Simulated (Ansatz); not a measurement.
**wB97M-V/def2-SVP run of GaHCl2O (SMILES [OH][Ga]([Cl])[Cl])**

Aim: the vertical ionisation energy of GaHCl2O at wB97M-V/def2-SVP, from 2 runs. 

The calculation is run with Ansatz 0.2.0.

79 further runs of the same task are left out: 79 set aside as unsound or not needed. Runs told in other sessions of the task aren't counted.

**1. The molecule**

The species is GaHCl2O (5 atoms), meant as a singlet with charge 0. As SMILES, `[OH][Ga]([Cl])[Cl]`. The coordinates come from a PBE0-D4/def2-TZVP relaxation.

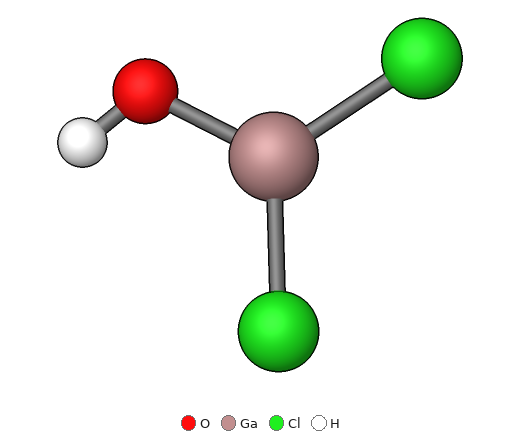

The structure, seen from a chosen angle (oxygen red, gallium pink, chlorine green, hydrogen white).

**2. The energy at wB97M-V/def2-SVP**

Contents of input.yaml:

```yaml
crystal:
  periodic: [false, false, false]
  atoms:
    - {symbol: O, position_ang: [0.254500, 1.354600, 0.245900]}
    - {symbol: Ga, position_ang: [0.118500, -0.394500, 0.056800]}
    - {symbol: Cl, position_ang: [1.500000, -1.634900, 1.057700]}
    - {symbol: Cl, position_ang: [-1.407900, -1.236300, -1.155800]}
    - {symbol: H, position_ang: [-0.415200, 1.837400, -0.246000]}
basis:
  gaussian: {orbitals: def2-SVP}
hamiltonian: {xc: {name: wB97M-V}}
accuracy: high
output: {orbitals: {seedname: orbitals}}
```

Command:

```console
$ ansatz run input.yaml --threads 1 --pin off --max-ram 3480MiB --events-out events.jsonl --progress --plain --runs-dir runs
```

Log:

```text
Warning: RAYON_NUM_THREADS=1 ignored (pool sized by the plan → 1); use --threads N
Functional definition: wB97M-V
  name "wB97M-V"
  parameter omega = 0.3/bohr
  parameter cx = 0.15
  parameter cx01 = 1.007
  parameter cx10 = 0.259
  parameter css00 = 0.443
  parameter css04 = -1.437
  parameter css10 = -4.535
  parameter css20 = -3.390
  parameter css43 = 4.278
  parameter cos00 = 1.000
  parameter cos10 = 1.358
  parameter cos20 = 2.924
  parameter cos21 = -8.812
  parameter cos60 = -1.390
  parameter cos61 = 9.142
  parameter b = 6.0
  parameter c = 0.01
  gx(w, u) = 1 - cx + cx01*u + cx10*w
  gss(w, u) = css00 + css04*u^4 + css10*w + css20*w^2 + css43*w^4*u^3
  gos(w, u) = cos00 + cos10*w + (cos20 + cos21*u)*w^2 + (cos60 + cos61*u)*w^6
  exchange = spin_sum(e_x_unif_sr(omega)*gx(b97_w, b97_u_x)) + cx*exact_x_sr(omega) + exact_x_lr(omega)
  correlation = spin_sum(e_c_pw_mod_same_spin*gss(b97_w, b97_u_same))
      + integral(e_c_pw_mod_opposite_spin*gos(b97_w_opposite, b97_u_opposite)) + vv10(b, c)
1675 factors; integrals over basis functions are off by at most 6.0e-9 eV
338 factors; integrals over basis functions are off by at most 1.3e-9 eV
mean field evaluation 1: about -79465.2264 eV, gradient 5.0e1 eV
mean field evaluation 2: about -79462.8225 eV, gradient 6.5e1 eV
mean field evaluation 4: about -79469.8146 eV, gradient 1.7e0 eV
mean field evaluation 8: about -79469.8791 eV, gradient 1.9e-1 eV
mean field evaluation 16: about -79469.8792 eV, gradient 4.6e-5 eV
mean field -79469.87924524 eV, -2920.4641956439 hartree, gradient 3.5e-8 eV, S^2 0.000000; 0 other end points of the search recorded, 0 dependent functions left out
reference -79469.87924960 eV, -2920.4641958040 hartree; 37, 37 occupied and 50, 50 virtual orbitals, 1675 factors
Total energy: -79469.87924960 eV, -2920.4641958040 hartree
```

Run time: 65 s. Hardware: 1 thread of Arm Neoverse V2, shared host; peak memory 0.58 GiB.

**3. The doublet cation**

Contents of molecule.yaml:

```yaml
crystal:
  periodic: [false, false, false]
  atoms:
    - {symbol: O, position_ang: [0.254500, 1.354600, 0.245900]}
    - {symbol: Ga, position_ang: [0.118500, -0.394500, 0.056800]}
    - {symbol: Cl, position_ang: [1.500000, -1.634900, 1.057700]}
    - {symbol: Cl, position_ang: [-1.407900, -1.236300, -1.155800]}
    - {symbol: H, position_ang: [-0.415200, 1.837400, -0.246000]}
basis:
  gaussian:
    orbitals: def2-SVP
total_charge: 1
magnetization:
  spin_polarized: true
  initial_magnetization: 1
hamiltonian:
  xc: {name: wB97M-V}
accuracy: high
output: {orbitals: {seedname: orbitals}}
```

Command:

```console
$ ansatz run molecule.yaml --threads 1 --pin off --max-ram 3480MiB --events-out events.jsonl --progress --plain --runs-dir runs
```

Log, cut to the lines that bear on the results:

```text
Warning: RAYON_NUM_THREADS=1 ignored (pool sized by the plan → 1); use --threads N
Functional definition: wB97M-V
  name "wB97M-V"
[...]
  gx(w, u) = 1 - cx + cx01*u + cx10*w
  gss(w, u) = css00 + css04*u^4 + css10*w + css20*w^2 + css43*w^4*u^3
  gos(w, u) = cos00 + cos10*w + (cos20 + cos21*u)*w^2 + (cos60 + cos61*u)*w^6
[...]
      + integral(e_c_pw_mod_opposite_spin*gos(b97_w_opposite, b97_u_opposite)) + vv10(b, c)
1673 factors; integrals over basis functions are off by at most 6.0e-9 eV
337 factors; integrals over basis functions are off by at most 1.5e-9 eV
[...]
mean field -79457.96738604 eV, -2920.0264428922 hartree, gradient 7.2e-8 eV, S^2 0.759690; 6 other end points of the search recorded, 0 dependent functions left out
reference -79457.96739024 eV, -2920.0264430467 hartree; 37, 36 occupied and 50, 51 virtual orbitals, 1673 factors
Total energy: -79457.96739024 eV, -2920.0264430467 hartree
```

Run time: 5.1 min. Hardware: 1 thread of Arm Neoverse V2, shared host; peak memory 1.1 GiB.

**4. Results**

At wB97M-V/def2-SVP:

| quantity | value |
| --- | --- |
| singlet GaHCl2O: total energy | -2920.46420 Eh |
| singlet GaHCl2O: HOMO energy | -11.45 eV |
| singlet GaHCl2O: LUMO energy | 0.61 eV |
| singlet GaHCl2O: HOMO–LUMO gap | 12.06 eV |
| doublet cation: total energy | -2920.02644 Eh |
| doublet cation: HOMO energy (highest over α and β) | -16.96 eV |
| doublet cation: LUMO energy (lowest over α and β) | -12.36 eV |
| doublet cation: ⟨S²⟩ | 0.760 |
| vertical ionisation energy (to the doublet cation) | 11.912 eV |

**Reading.** Removing an electron at fixed nuclei costs 11.91 eV (1149 kJ/mol). −ε(HOMO) before ionisation, 11.45 eV, is 0.47 eV below this ionisation energy.
